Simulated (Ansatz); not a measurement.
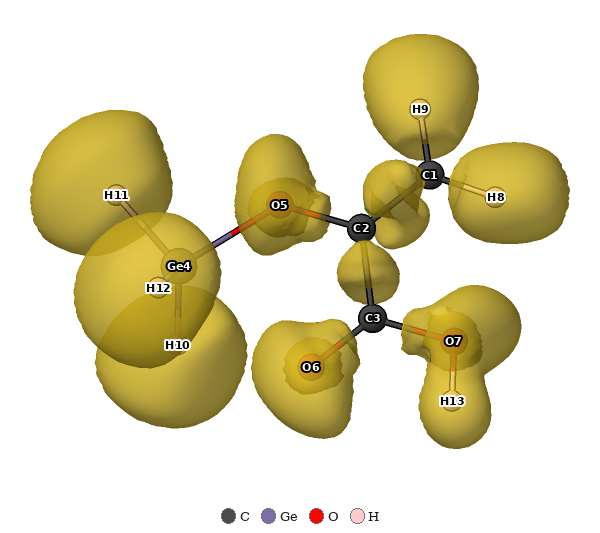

Figure. C₃H₆GeO₃ (SMILES C=C([O][GeH3])C(=O)O). Isosurface of the ELF at 0.75 (yellow), seen at a tilt. Core shells and regions of very low density are left out.

Geometry: PBE0-D3(BJ)/def2-SVP.

Computed with isolated molecule in a Gaussian basis; Kohn-Sham density functional theory, functional PBE0 (Ansatz 0.2.0).

```tsv
atom	x (Å)	y (Å)	z (Å)
C	0.9725	2.0628	1.5173
C	0.7142	0.7685	1.7679
C	1.7816	-0.1586	2.2356
Ge	-1.0558	-1.4785	1.8965
O	-0.4947	0.2314	1.6183
O	1.5592	-1.3277	2.4639
O	2.9851	0.3856	2.3828
H	1.9775	2.4575	1.6541
H	0.1737	2.7226	1.1753
H	-0.3859	-2.4554	0.9228
H	-2.5340	-1.2808	1.5086
H	-0.9513	-1.8711	3.3749
H	3.5745	-0.3210	2.6876
```

Where are the electrons localised?

Answer. The surface consists of two regions between bonded C–C atoms (shared pairs), five regions around hydrogen nuclei, two regions on O in which the atom's valence shell and bonds are merged and one joined region spread over several atoms (H, O), in which their bonds and any lone pairs are merged. Along the contacts the grid gives the following. C–O (1.21 Å): the ELF peaks at about 0.85 between the atoms: a short, multiple covalent bond. C–C (1.34 Å): the ELF peaks at about 0.95 between the atoms: a multiple bond.
